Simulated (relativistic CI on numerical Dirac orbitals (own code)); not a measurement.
```
atom Cd  Z=48  charge=3  electrons=45
nucleus A=114  rms_radius_fm=4.6087
hamiltonian dirac-coulomb  breit=on  qed=on  c_scale=1
orbitals kli  potential=per-configuration
slater_scale 0.85
correlation p86
mixing on
configurations
  [Kr] 4d9
  [Kr] 4d8 5s
  [Kr] 4d8 4f
  [Kr] 4d8 5p
  [Kr] 4d8 5d
  [Kr] 4d8 6s
  [Kr] 4d8 6p
  [Ar] 3d10 4s2 4p5 4d10
  [Kr] 4d7 5s 5p
  [Kr] 4d8 6d
  [Kr] 4d8 7s
  [Kr] 4d8 7p
  [Kr] 4d8 5f
  [Kr] 4d8 5g
  [Kr] 4d8 7d
  [Kr] 4d7 4f 5s
  [Kr] 4d7 5s2
  [Kr] 4d6 4f 5s2
  [Kr] 4d6 5s2 5p
  [Kr] 4d6 5s2 5d
  [Kr] 4d6 5s2 6s
  [Kr] 4d6 5s2 6p
end
```

Run as (the task file carries these settings):
```bash
python run_levels.py task.json out
```

Method of calculation: relativistic CI on Dirac orbitals, KLI exchange-only orbitals, Breit term, model QED, valence Slater integrals scaled by 0.85, a P86 correlation estimate for each configuration. The envelope is a Gaussian of full width 0.2 eV, scaled to the tallest stick.

The plot shows absorption lines from the lowest level (oscillator strengths f):

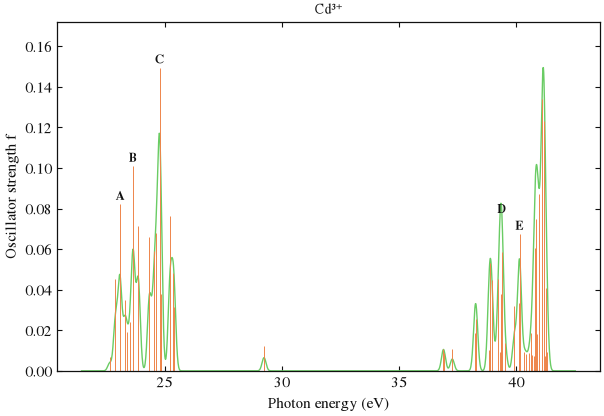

The lettered lines are A: 4d⁸ 5p J = 5/2 (odd, mixed, level 30) ← 4d⁹ ²D₅/₂, 23.09 eV, f = 0.082; B: 4d⁸ 5p J = 5/2 (odd, mixed, level 36) ← 4d⁹ ²D₅/₂, 23.66 eV, f = 0.10; C: 4d⁸ 5p J = 7/2 (odd, mixed, level 48) ← 4d⁹ ²D₅/₂, 24.78 eV, f = 0.15; D: 4d⁸ 4f J = 5/2 (odd, mixed, level 256) ← 4d⁹ ²D₅/₂, 39.39 eV, f = 0.058; E: 4d⁸ 4f J = 7/2 (odd, mixed, level 286) ← 4d⁹ ²D₅/₂, 40.14 eV, f = 0.068. The strongest, C, lies in the extreme ultraviolet region.

Note: near-neutral ion: configurations can be misplaced by up to about 10000 cm⁻¹, over 20000 where the f count changes; rates and lifetimes follow the computed energies and can be off by orders of magnitude; the fine structure of a weakly bound d or f electron outside closed shells is too small or inverted; only a limited list of configurations is included, so lower levels can be missing; only lines among the lowest 400 of 2319 levels are drawn, so those from 4d⁸ 6d, 4d⁷ 5s 5p and 4d⁸ 7s are incomplete.
